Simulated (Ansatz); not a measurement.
# Relaxing Ge(100) slab, H on the bottom face, dimerised (48 atoms)

How does Ge(100) slab, H on the bottom face, dimerised (48 atoms) relax, and what do bonds, charges and levels look like afterwards?

Calculated with Ansatz 0.2.0; Kohn-Sham DFT, PBE, PAW (set soft_2), plane waves.

## 1. The starting structure

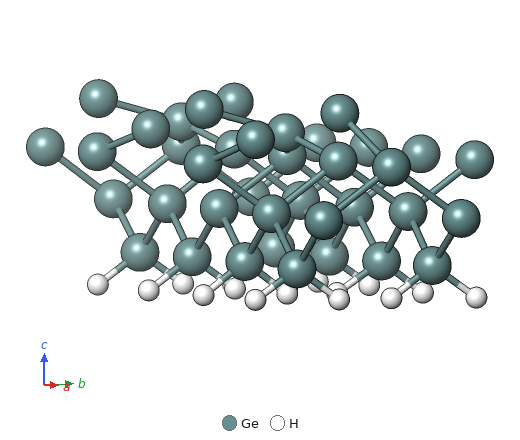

Start, viewed from the side, with the c axis up; germanium teal, hydrogen white. Some periodic images of atoms are drawn too.

The cell holds 48 atoms: 32 Ge and 16 H. Its edges and angles: a = 16.003 Å, b = 8.002 Å, c = 15.127 Å, α = 90.0°, β = 90.0°, γ = 90.0°. It derives from Ge (diamond-structure). Diamond-structure Ge (a = 5.658 Å), (100) slab of 4 atomic planes, 4 x 2 surface cells, H on the broken bonds of the bottom face, 10 Å of vacuum; top atoms paired into dimers, p(2x2) buckling; displaced by a Gaussian of 0.02 Å. Regions: slab, 32 atoms (32 Ge); hydrogen, 16 atoms (16 H). Vacuum lies along c.

Before any run, some limits are plain. The main run has no spin polarisation, so any moments at edges, vacancies or dangling bonds can't form in it.

## 2. Single point at the start

A single point comes first, to see the forces before anything moves.

Contents of input.yaml:

```yaml
crystal:
  lattice:
    - [16.00324, 0.0, 0.0]
    - [0.0, 8.00162, 0.0]
    - [0.0, 0.0, 15.12685]
  atoms:
    - { symbol: Ge, position: [0.12606, 0.25051, 0.38776] }
    - { symbol: Ge, position: [5.0e-05, 0.25016, 0.47999] }
    - { symbol: Ge, position: [0.00045, 0.49968, 0.57517] }
    - { symbol: Ge, position: [0.126, 0.0981, 0.66841] }
    [... 38 atom lines left out ...]
    - { symbol: H, position: [0.62722, 0.58825, 0.33113] }
    - { symbol: H, position: [0.62737, 0.90414, 0.32932] }
    - { symbol: H, position: [0.87563, 0.09536, 0.33216] }
    - { symbol: H, position: [0.87586, 0.40322, 0.33057] }
    - { symbol: H, position: [0.87671, 0.90789, 0.33009] }
    - { symbol: H, position: [0.87604, 0.59584, 0.3313] }
kpoints:
  mp_grid: { grid: [1, 2, 1] }
hamiltonian:
  xc: pbe
scf:
  occupations: { method: fermi_dirac, width: 0.05 }
output:
  forces: true
  populations: true
  dos:
    method: { smearing: { sigma: 0.08 } }
    de: 0.1
    projected:
      site_lists:
        Ge: [Ge]
        H: [H]
        slab: [0, 1, 2, 3, 4, 5, 6, 7, 8, 9, 10, 11, 12, 13, 14, 15, 16, 17, 18, 19, 20, 21, 22, 23, 24, 25, 26, 27, 28, 29, 30, 31]
        hydrogen: [32, 33, 34, 35, 36, 37, 38, 39, 40, 41, 42, 43, 44, 45, 46, 47]
  eigenvalues: true
```

Launch:

```console
> ansatz run input.yaml --threads 8 --pin off --max-ram 15872MiB --backend cpu --events-out ev --progress --plain --runs-dir out
```

It took 24 s on 8 threads of Arm Neoverse V2, shared host; peak memory 5 GiB.

The run gave:

```yaml
free_energy: -137677.3186 eV
free_energy_per_atom: -2868.2775 eV/atom
scf_cycles: 11
r_m_s_force_component: 0.6348 eV/Å
longest_force: 2.418 eV/Å
fermi_energy: 0.3673 eV
levels_partly_filled_by_over_2_per_cent: 6
spilling_of_the_projection: 0.002833
```

The r.m.s. force component of 0.63 eV/Å sets the starting point.

Neighbours are counted within 2.88 Å (Ge-Ge), 1.89 Å (Ge-H).

Length of the force by element and coordination:

```tsv
element	coordination	atoms	mean length of the force (eV/Å)	spread	least	most
Ge	all	32	1.10	0.599	0.231	2.42
Ge	3	8	1.04	0.468	0.494	1.60
Ge	4	24	1.12	0.636	0.231	2.42
H	all	16	0.571	0.415	0.127	1.93
```

## 3. Relaxation

With the cell held, the atoms are moved downhill towards a nearby minimum.

input.yaml, the sections that differ from step 2:

```yaml
output:
  forces: true
relax:
  f_tol: 0.05
  max_steps: 110
  constraints:
    - { sites: [0, 4, 8, 12, 16, 20, 24, 28, 32, 33, 34, 35, 36, 37, 38, 39, 40, 41, 42, 43, 44, 45, 46, 47], fix: xyz }
# crystal, kpoints, hamiltonian, scf: as in step 2
```

The job ended after 1.9 min (8 threads; peak memory 4.9 GiB; 15 min of CPU time).

Step by step:

```tsv
step	energy less that of the first step (eV)	largest force component, free atoms (eV/Å)
1	0.0000	2.2735
2	-1.6665	0.8131
3	-2.1515	0.2266
4	-2.1360	0.3939
5	-2.2134	0.1096
6	-2.2193	0.0728
7	-2.2244	0.0395
8	-2.2296	0.0361
9	-2.2271	0.0945
10	-2.2368	0.0478
11	-2.2331	0.1243
12	-2.2440	0.0334
```

Relaxation steps 4, 9, 11 were tried and not accepted.

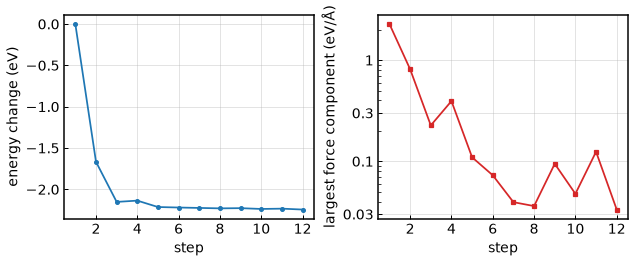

Energy and largest force along the relaxation.

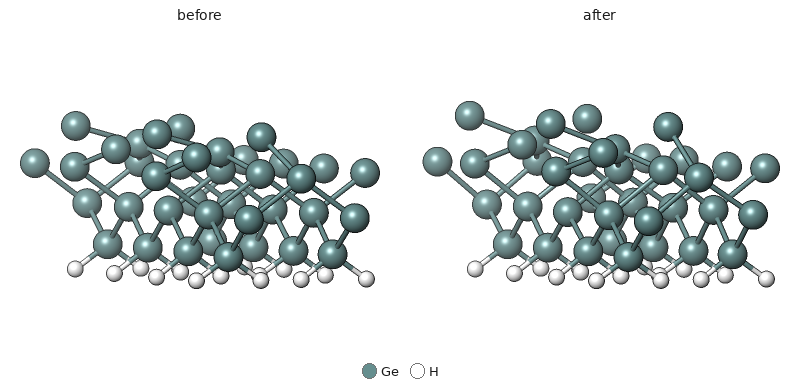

The structure before and after the relaxation, drawn at the same scale.

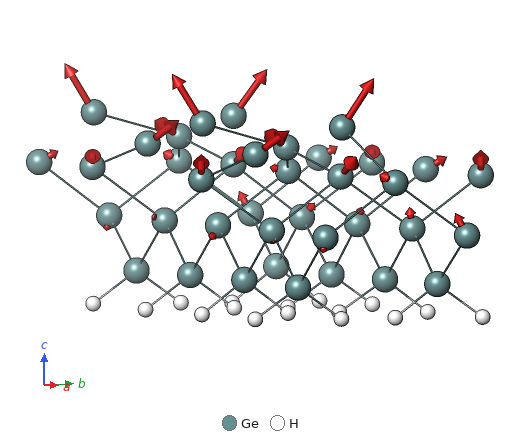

Displacements in the relaxation, exaggerated; the longest in the cell stands for 0.44 Å. Some periodic images of atoms are drawn too.

The atoms that moved most (Å):

```tsv
atom	dx	dy	dz	length
Ge32	0.140	0.202	0.371	0.445
Ge16	0.148	0.213	0.352	0.437
Ge20	-0.085	-0.211	0.370	0.434
Ge4	-0.051	-0.215	0.368	0.430
Ge8	0.186	-0.258	0.123	0.341
Ge12	-0.072	0.264	0.157	0.315
Ge24	0.173	-0.228	0.122	0.311
Ge28	-0.024	0.264	0.161	0.310
```

The relaxation changed the energy by -46.7 meV/atom, and atoms moved by 0.18 Å r.m.s., 0.45 Å at most.

## 4. Local order after relaxation

Bonds before and after, by the cutoffs listed below:

```tsv
pair	bonds before	bonds after	mean before (Å)	mean after (Å)	spread before (Å)	spread after (Å)
Ge-Ge	52	52	2.448	2.500	0.094	0.051
Ge-H	16	16	1.526	1.526	0.038	0.038
```

Normalised to the volume that the atoms fill. g(r), total and by pair (bins of 0.2 Å):

```tsv
r (Å)	total	Ge-Ge	Ge-H	H-H
1.40	0.78	0.00	1.05	2.75
1.60	2.68	0.00	4.11	7.70
1.80	0.00	0.00	0.00	0.00
2.00	0.00	0.00	0.00	0.00
2.20	0.00	0.00	0.00	0.00
2.40	1.71	3.21	0.00	2.46
2.60	1.49	3.00	0.00	1.41
2.80	0.24	0.00	0.55	0.00
3.00	0.46	0.16	0.88	0.00
3.20	0.63	0.29	1.13	0.00
3.40	0.65	0.39	1.06	0.00
3.60	0.10	0.22	0.00	0.00
3.80	0.23	0.52	0.00	0.00
4.00	2.21	2.98	0.50	5.98
4.20	1.85	1.61	2.06	1.98
4.40	0.81	0.42	1.23	0.64
4.60	0.84	1.32	0.32	0.96
4.80	0.75	1.22	0.16	1.20
5.00	0.53	0.12	1.07	0.00
5.20	0.22	0.19	0.30	0.00
5.40	0.65	0.46	0.93	0.30
5.60	0.99	1.13	0.22	3.48
5.80	0.16	0.36	0.00	0.00
6.00	0.46	0.27	0.76	0.00
6.20	0.54	0.84	0.37	0.00
6.40	0.50	0.35	0.68	0.36
6.60	0.74	0.41	1.19	0.21
6.80	0.56	0.42	0.58	1.03
```

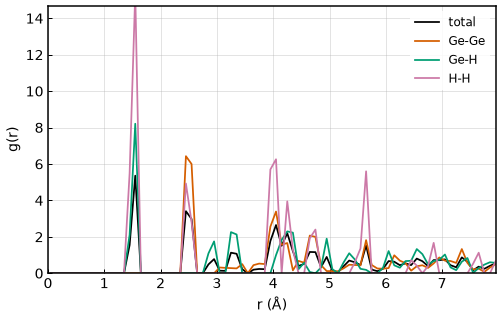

Pair distribution functions, with peaks cut at 14.

Bonds by pair of elements; cutoffs follow the first minimum of g(r), held within bounds set by covalent radii, and pairs that aren't listed don't count as bonded:

```tsv
pair A-B	cutoff (Å)	bonds	mean length (Å)	spread (Å)	shortest (Å)	B about A	A about B
Ge-Ge	2.83	52	2.5	0.051	2.41	3.25	3.25
Ge-H	1.89	16	1.53	0.038	1.43	0.5	1
```

How many atoms have how many bonded neighbours:

```tsv
element	mean	1	3	4
Ge	3.75	0	8	24
H	1	16	0	0
```

Bond angles, per cent of each kind in bins of 5°:

```tsv
angle (°)	Ge-Ge-Ge	Ge-Ge-H
75–80	3.1	0.0
80–85	3.9	0.0
85–90	3.1	0.0
90–95	5.5	0.0
95–100	0.0	0.0
100–105	7.8	0.0
105–110	33.6	65.6
110–115	22.7	34.4
115–120	9.4	0.0
120–125	7.8	0.0
125–130	3.1	0.0
```

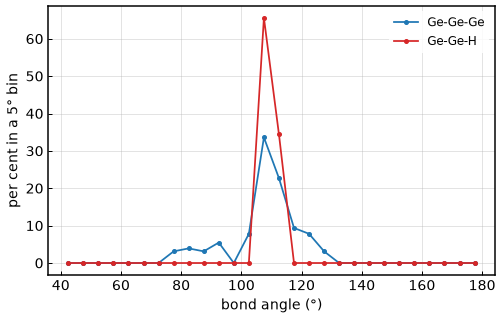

Distributions of the most common bond angles.

Bond angles (no mean is given where the spread exceeds 20°):

```tsv
angle	count	mean (°)	spread (°)
Ge-Ge-Ge	128	108	11.2
Ge-Ge-H	32	110	1.3
H-Ge-H	8	109	1.8
```

Bond length by coordination (bonds to H left out):

```tsv
element	coordination	atoms	mean bond length (Å)
Ge	3	8	2.54
Ge	4	24	2.49
```

For some of the pairs, g(r) has its first main peak near 2.50 Å (Ge-Ge), 1.52 Å (Ge-H) and 1.51 Å (H-H). With the cutoffs above, 75 % of Ge atoms have 4 and all H atoms have 1 bonded neighbour. The Ge-Ge-Ge angle averages 108° with a spread of 11°.

## 5. Single point at the relaxed geometry

One more single point at the end of the walk gives the fuller output and checks the residual forces.

Contents of input.yaml:

```yaml
crystal:
  lattice:
    - [16.00324, 0.0, 0.0]
    - [0.0, 8.00162, 0.0]
    - [0.0, 0.0, 15.12685]
  atoms:
    - { symbol: Ge, position: [0.12606, 0.25051, 0.38776] }
    - { symbol: Ge, position: [0.00078, 0.24843, 0.47679] }
    - { symbol: Ge, position: [0.00251, 0.48771, 0.57805] }
    - { symbol: Ge, position: [0.1228, 0.07124, 0.69276] }
    [... 38 atom lines left out ...]
    - { symbol: H, position: [0.62722, 0.58825, 0.33113] }
    - { symbol: H, position: [0.62737, 0.90414, 0.32932] }
    - { symbol: H, position: [0.87563, 0.09536, 0.33216] }
    - { symbol: H, position: [0.87586, 0.40322, 0.33057] }
    - { symbol: H, position: [0.87671, 0.90789, 0.33009] }
    - { symbol: H, position: [0.87604, 0.59584, 0.3313] }
kpoints:
  mp_grid: { grid: [1, 2, 1] }
hamiltonian:
  xc: pbe
scf:
  occupations: { method: fermi_dirac, width: 0.05 }
output:
  forces: true
  populations: true
  dos:
    method: { smearing: { sigma: 0.1 } }
    de: 0.1
    projected:
      site_lists:
        Ge: [Ge]
        H: [H]
        slab: [0, 1, 2, 3, 4, 5, 6, 7, 8, 9, 10, 11, 12, 13, 14, 15, 16, 17, 18, 19, 20, 21, 22, 23, 24, 25, 26, 27, 28, 29, 30, 31]
        hydrogen: [32, 33, 34, 35, 36, 37, 38, 39, 40, 41, 42, 43, 44, 45, 46, 47]
  eigenvalues: true
  write_density: true
  write_potential: true
  volumetric_format: npy
```

It took 23 s on 8 threads; peak memory 5 GiB; 2.8 min of CPU time.

The program notes that the exchange-correlation potential is rough where the density is thin.

The run gave:

| Quantity | Value |
| --- | --- |
| free energy | -137679.5626 eV |
| free energy per atom | -2868.3242 eV/atom |
| SCF cycles | 9 |
| r.m.s. force component | 0.3608 eV/Å |
| longest force | 2.478 eV/Å |
| Fermi energy | 0.4718 eV |
| spacing of highest filled and lowest empty level | 0.2871 eV |
| levels partly filled by over 2 per cent | 2 |
| spilling of the projection | 0.002675 |

Neighbours are counted within 2.83 Å (Ge-Ge), 1.89 Å (Ge-H), the cutoffs taken from the relaxation.

Length of the force by element and coordination:

```tsv
element	coordination	atoms	mean length of the force (eV/Å)	spread	least	most
Ge	all	32	0.249	0.527	0.0126	2.48
Ge	3	8	0.0325	0.0101	0.0193	0.05
Ge	4	24	0.321	0.591	0.0126	2.48
H	all	16	0.555	0.429	0.115	1.96
```

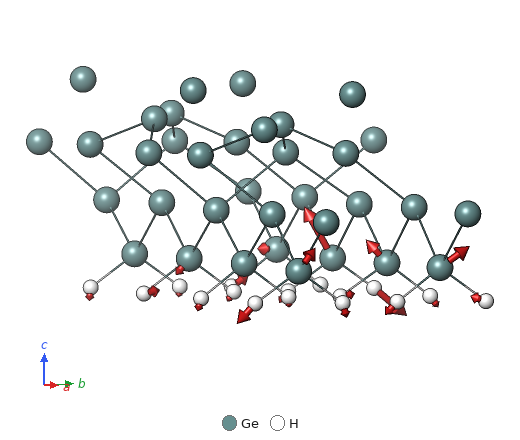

Forces as arrows; the longest in the cell is 2.48 eV/Å. Some periodic images of atoms are drawn too.

Löwdin charges by element and coordination (they lack the spilled electrons, 0.026 e an atom on average):

```tsv
element	coordination	atoms	mean charge (e)	spread	least	most
Ge	all	32	0.0573	0.0953	-0.0664	0.201
Ge	3	8	0.0566	0.122	-0.0664	0.184
Ge	4	24	0.0575	0.0846	-0.0287	0.201
H	all	16	-0.037	0.0039	-0.0451	-0.0305
```

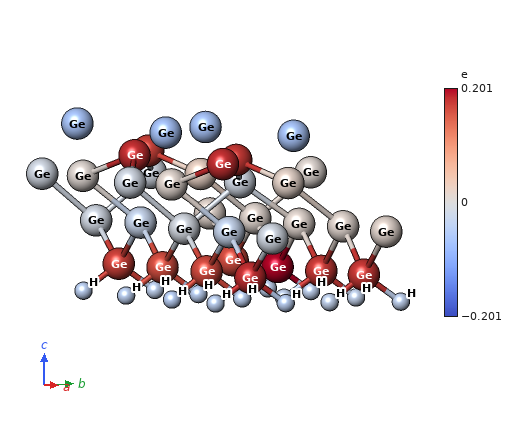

Atoms coloured by Löwdin charge. Some periodic images of atoms are drawn too.

By region:

```tsv
region	atoms	mean length of the force (eV/Å)
slab	32	0.249
hydrogen	16	0.555
```

Density of states as counts of states in windows of 1 eV (from the Fermi level), total and the larger projections:

```tsv
from (eV)	to (eV)	total	slab	Ge p	Ge s	H s	hydrogen
-10	-9	16.1	14.2	3.5	10.6	1.9	1.9
-9	-8	6.6	6.0	1.7	4.3	0.5	0.5
-8	-7	9.4	8.2	2.9	5.3	1.1	1.1
-7	-6	9.7	8.1	3.9	4.2	1.5	1.5
-6	-5	10.7	8.5	4.2	4.2	2.1	2.1
-5	-4	8.6	5.5	4.0	1.5	3.0	3.0
-4	-3	11.8	10.6	9.6	0.9	1.1	1.1
-3	-2	23.6	20.8	19.9	0.9	2.6	2.6
-2	-1	18.2	17.0	16.2	0.7	1.0	1.0
-1	0	14.6	13.9	13.0	0.9	0.5	0.5
0	1	7.4	7.1	5.8	1.3	0.1	0.1
1	2	13.2	12.2	8.9	3.3	0.3	0.3
2	3	18.5	15.8	12.3	3.6	1.0	1.0
3	4	22.4	16.3	14.0	2.3	1.8	1.8
```

Between -25 and -10 eV lie 335 more states.

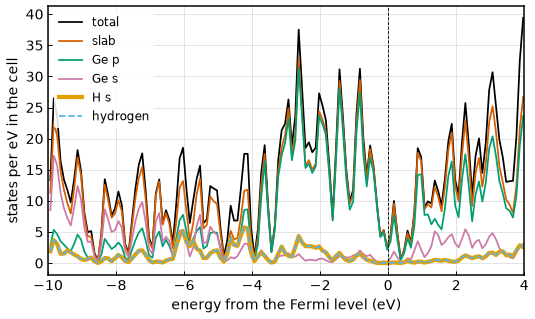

Total and projected density of states, with the broadening of the input.

The levels nearest the highest filled one (over half full), pooled over k-points and spins:

```tsv
level less the highest filled one (eV)	occupation
-0.411	2
-0.377	2
-0.375	2
-0.262	2.00
-0.216	2.00
0	1.87
0.287	0.091
0.331	0.039
0.709	0
0.967	0
0.985	0
1.05	0
```

Planar average of the electrostatic potential energy along the normal, with the Fermi level as zero, after a running mean with a triangular window 4 Å wide at its base:

```tsv
height (Å)	potential energy (eV)
0.0	4.43
0.6	4.42
1.3	4.41
1.8	4.39
2.4	4.36
2.9	4.21
3.6	3.47
4.2	2.28
4.8	0.65
5.5	-1.41
6.0	-2.61
6.6	-3.21
7.1	-3.50
7.8	-3.71
8.4	-3.87
9.0	-3.79
9.5	-3.09
10.2	-1.43
10.8	0.31
11.3	1.97
12.0	3.44
12.6	4.08
13.2	4.36
13.7	4.43
14.4	4.44
15.0	4.43
```

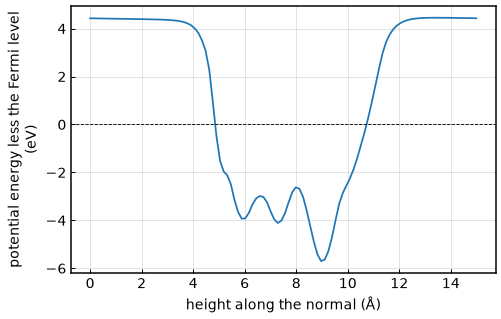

Planar average of the electrostatic potential energy; the dashed line is the Fermi level.

Mean Löwdin charges: Ge +0.06, H -0.04 e. Charges this small depend on the projection, at times even in sign. Within 0.4 eV of the Fermi level the largest share is Ge p (88 % of the projected weight). The potential slopes across the vacuum by 0.018 eV/Å: the slab bears a dipole, and with periodic images along the normal there is no flat vacuum level to read.

## 6. Outcome

```yaml
energy_change_in_the_relaxation: -46.75 meV/atom
r_m_s_displacement: 0.18 Å
largest_displacement: 0.445 Å
free_energy_per_atom: -2868.3242 eV/atom
r_m_s_force_component: 0.3608 eV/Å
spacing_of_highest_filled_and_lowest_empty_level: 0.2871 eV
wall_time_of_the_3_dft_runs: 2.7 min
```

Relaxation lowers the energy by 46.7 meV/atom and moves atoms by 0.18 Å r.m.s.; the r.m.s. force component goes from 0.63 to 0.36 eV/Å, held atoms included. By the final cutoffs no bond was broken or made. From the first step to the last the energy fell by 2.244 eV, and the largest move was 0.44 Å (Ge32, with 1 other atom within 2 % of it). The Ge-Ge bonds change most in mean length: from 2.448 Å (spread 0.094) to 2.500 Å (spread 0.051). With the cutoffs above, 75 % of Ge atoms have 4 and all H atoms have 1 bonded neighbour. The highest filled and lowest empty levels differ by 0.287 eV on the run's k-points; the mesh holds the band edges only if they fold onto it, so the gap at this level can be narrower or closed, and states at the surface or the caps may set it. 2 levels are partly filled, by over 2 %, under the smearing.

Caveats: The slab bears a dipole and has periodic images along its normal, so a spurious field crosses the vacuum. 24 atoms were held in place, and force statistics include the forces on them.

[Logs are printed without paths, hosts, clocks, repeated set-up lines and the standing remarks that a program may print on its own settings, such as how far it seeks lower states.]

[Hosts, paths, dates, database ids (printed as entryN), source tags and the programs' standing remarks are cut or masked in the printed files.]
